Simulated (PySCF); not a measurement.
## Single-point calculation of SiH3F

SiH3F, SMILES F[SiH3], computed with SVWN5/def2-TZVPP, RKS (PySCF 2.14.0).

The geometry comes from this level: PBE0-D4/def2-TZVP.

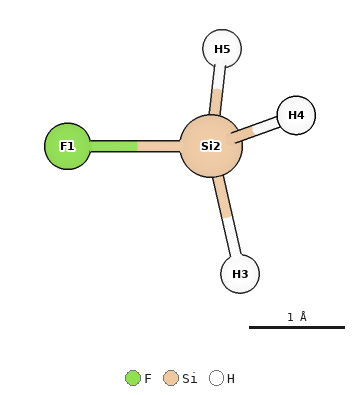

**Figure 1.** The structure as given in the input (ball-and-stick view, seen at a tilt; atoms are numbered from 1 in the order of the input).

## Results in brief

- outcome: converged
- total energy: −389.416495 hartree
- basis functions: 115
- HOMO: −8.34 eV
- LUMO: −1.28 eV
- dipole moment: 1.25 D
- hardware: 1 thread of Intel Xeon @ 2.70GHz, 189 GiB of memory available, shared host
- wall time: 7.8 s
- peak memory: 0.42 GiB

## Input (run.py)
```python
# F[SiH3]
from pyscf import gto, dft

mol = gto.M(
    atom=[
    ('F', (-1.274600, 0.162800, 0.858000)),
    ('Si', (0.043300, -0.019300, -0.030700)),
    ('H', (-0.367800, -0.192600, -1.443700)),
    ('H', (0.768600, -1.217900, 0.451600)),
    ('H', (0.880500, 1.193400, 0.123400)),
],
    max_memory=1860,
    basis='def2-tzvpp',
    charge=0,
    verbose=3,
)

mf = dft.RKS(mol, xc='svwn')
mf.grids.level = 5
mf.conv_tol = 1e-10
mf.kernel()
if not mf.converged:
    mf = mf.newton().run(mf.mo_coeff, mf.mo_occ)

etot = mf.e_tot
print('E(%s) = %.9f' % ('SVWN5', etot))
```

Launch command:
```bash
OMP_NUM_THREADS=1 python run.py
```

## Output
```
converged SCF energy = -389.416494845311
E(SVWN5) = -389.416494845
```

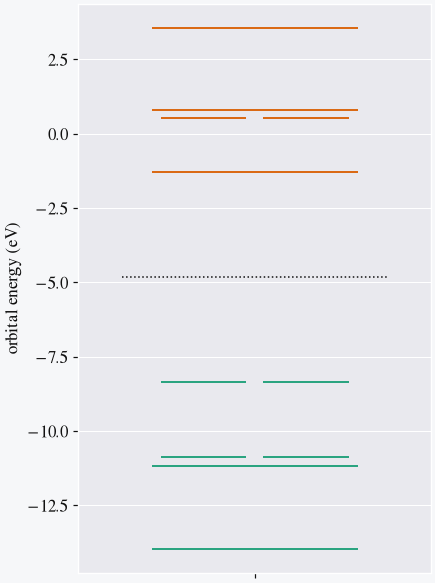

**Figure 2.** Orbital energies near the frontier; the dotted line parts filled from empty levels, and levels within 0.02 eV of each other stand side by side. Highest filled −8.34 eV, lowest empty −1.28 eV, 7.06 eV apart.
